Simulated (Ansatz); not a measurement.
Band structure of CaO (Fm-3m, 2 atoms in the cell).

```yaml
crystal:
  lattice:
    - [0.00000, 2.35428, 2.35428]
    - [2.35428, 0.00000, 2.35428]
    - [2.35428, 2.35428, 0.00000]
  atoms:
    - { symbol: Ca, position: [0.00000, 0.00000, 0.00000] }
    - { symbol: O, position: [0.50000, 0.50000, 0.50000] }
```

Method of the run: PBE, PAW files (plane waves; Ansatz, an electronic-structure program).

Settings: basis.ecutwfc = 420 eV; kpoints.mp_grid.grid = 12 12 12; hamiltonian.xc = pbe; hamiltonian.pseudopotentials = {kind: paw} (the program's default PAW files); scf.occupations.method = fermi_dirac; scf.occupations.width = 0.02 eV; kpoints.band_path.npoints = 8.

The starting cell comes from a database of computed structures (which also holds hypothetical and non-ambient phases and stackings), without a prior relaxation at this level. Its lattice was rescaled by a random factor within 2.5 % of one.

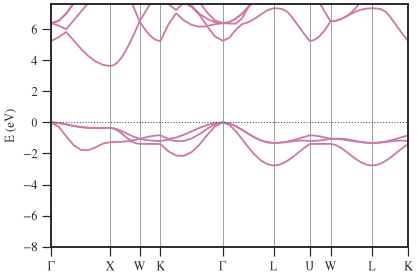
*Bands along the path, energies from the top of the valence band on the path.*

Problem. Read off roughly the gap and where its edges lie.

Solution. The gap along the path is about 3.6 eV (computed: 3.63 eV), from Γ to X; the smallest direct gap on it is 3.99 eV.

Levels in eV from the top of the valence band on the path, bands 5 to 11:
```json
[
 {"point": "Γ", "5": "-15.63", "6": "0.00", "7": "0.00", "8": "0.00", "9": "5.25", "10": "6.39", "11": "6.39"},
 {"point": "X", "5": "-15.41", "6": "-1.26", "7": "-0.36", "8": "-0.36", "9": "3.63", "10": "8.52", "11": "9.25"},
 {"point": "W", "5": "-14.89", "6": "-1.38", "7": "-1.05", "8": "-1.05", "9": "6.51", "10": "6.51", "11": "8.83"},
 {"point": "K", "5": "-14.92", "6": "-1.39", "7": "-1.19", "8": "-0.83", "9": "5.25", "10": "8.33", "11": "9.03"},
 {"point": "L", "5": "-14.17", "6": "-2.77", "7": "-1.32", "8": "-1.32", "9": "7.35", "10": "8.69", "11": "8.69"},
 {"point": "U", "5": "-14.92", "6": "-1.39", "7": "-1.19", "8": "-0.83", "9": "5.25", "10": "8.33", "11": "9.03"}
]
```

Keys are those of Ansatz 0.2.
